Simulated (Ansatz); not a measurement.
# Is the response still linear at 0.5 V/Å? W2NOS MXene monolayer

The dipole of a slab grows in proportion to a weak field along its normal. Does the weak-field slope carry to a strong field?

Set-up. Ansatz 0.2.0, plane waves with PAW datasets (its set soft_2), PBE-D3(BJ); atoms held at their relaxed places, 18 Å of vacuum, dipole correction, cell area 7.41 Å², 18×18 k-points, smearing 0.02585 eV. Without field the slab has no gap over 0.05 eV.

```
  run  field (V/Å)  dipole (e·Å)
run 1        −0.10      −0.07996
run 2         0.00      −0.04998
run 3         0.10      −0.01997
run 4         0.50             ?
```

Q: Estimate the withheld value from the rows shown.

A least-squares line through the 3 rows shown has slope 0.299950 and intercept −0.049970; no row lies more than 0.00001 e·Å off it. A perfect conductor with that slope would be 180.95 × 0.29995 / 7.41 = 7.32 Å thick. At 0.50 it gives 0.299950 × 0.50 + (−0.049970) = 0.10000 e·Å, beyond the rows fitted. Rounding and scatter of the rows alone allow about ±0.00005 e·Å there.

The run itself gives 0.10039 e·Å: a miss of +0.00039 e·Å. That is under 1 % of the induced dipole, so the response is still linear.

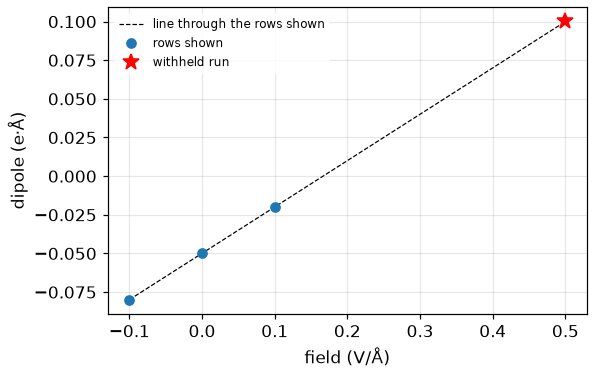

The fit and the withheld run.

**Limits.** Ions are held, so this is the electronic response. Of the series that stay linear within 1 %, this collection keeps about one in seven, and it keeps all that bend. With a small gap or none the response hangs on mesh and smearing, which were not varied here. Spin-orbit coupling is left out, which changes the bands of elements this heavy.

[Logs are printed without paths, hosts, clocks, repeated set-up lines and the standing remarks that a program may print on its own settings, such as how far it seeks lower states.]
